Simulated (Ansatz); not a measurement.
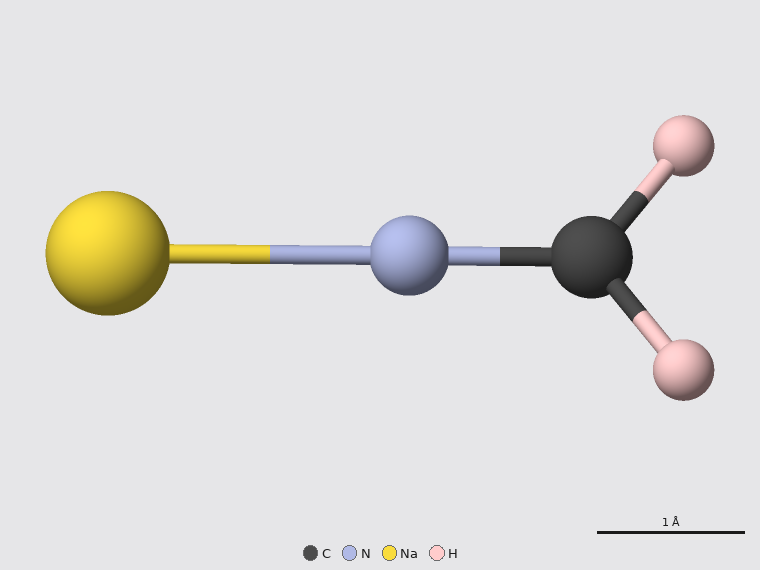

A ball-and-stick model of a molecule. Every bond is drawn as one stick, whatever its order.

The geometry was computed by an optimisation with PBE0-D4/def2-TZVP. No frequency run is at hand to confirm it as a minimum.

Identify the structure.

The molecule is CH₂NNa. All atoms lie on one plane. Coordination: 1 C trigonal planar; 1 N linear.

The parts below concern this one geometry. Atoms keep their numbers from picture to picture.

## Dipole moment

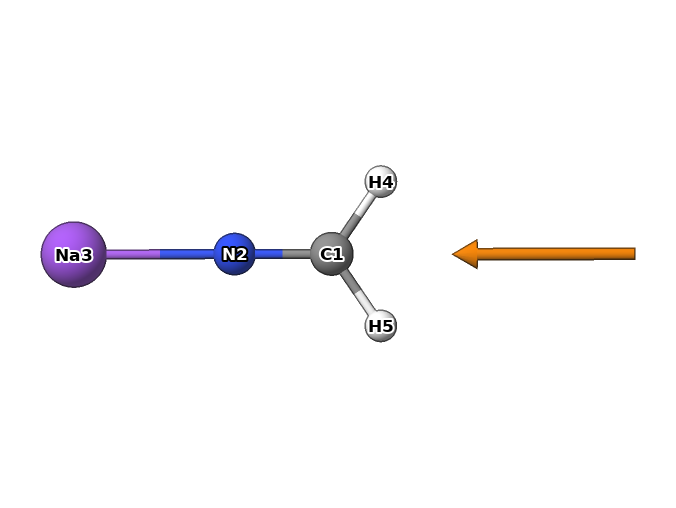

The arrow beside the molecule shows the direction of the dipole moment, from the negative to the positive end (its length means nothing). No frequency run is at hand to confirm it as a minimum. Properties computed with RKS PBE0-D4/def2-TZVP (Ansatz 0.2.0).

Question: How large is the dipole moment?

Answer: 7.38 D; it points from the side of H4, H5 to the side of Na3 (the outermost atoms at the two ends).

## Electronic properties

No frequency run is at hand to confirm it as a minimum. Properties computed with RKS PBE0-D4/def2-TZVPP (Ansatz 0.2.0).

Computed properties:

- HOMO energy (Kohn–Sham orbital): −3.50 eV
- LUMO energy (Kohn–Sham orbital): −1.39 eV
- HOMO–LUMO gap: 2.12 eV

## Charges

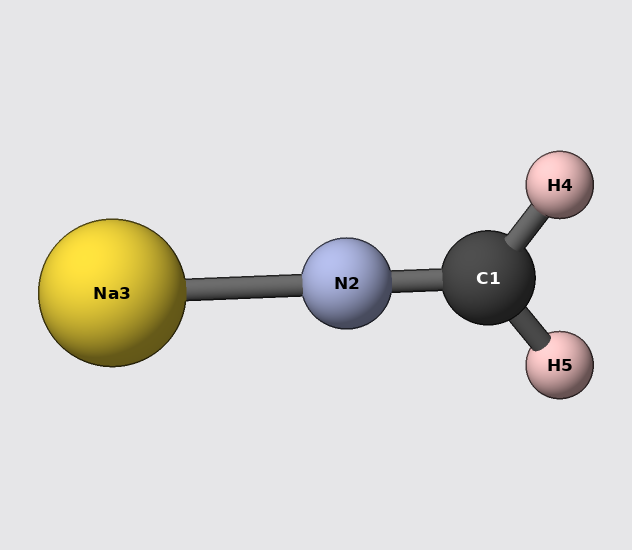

The questions are on Mulliken charges. No frequency run is at hand to confirm it as a minimum. Method: RKS PBE0-D4/def2-TZVP (Ansatz 0.2.0).

Question: Which atom carries the highest charge (most positive or least negative)?

Answer: Na3 (0.75 e).

Question: And the lowest?

Answer: N2 (−0.65 e).

Give the Mulliken charges atom by atom.

| atom | value (e) |
| --- | --- |
| C1 | −0.17 |
| N2 | −0.65 |
| Na3 | 0.75 |
| H4 | 0.03 |
| H5 | 0.03 |

Mulliken values depend strongly on the basis set and can even reverse the polarity of a bond.
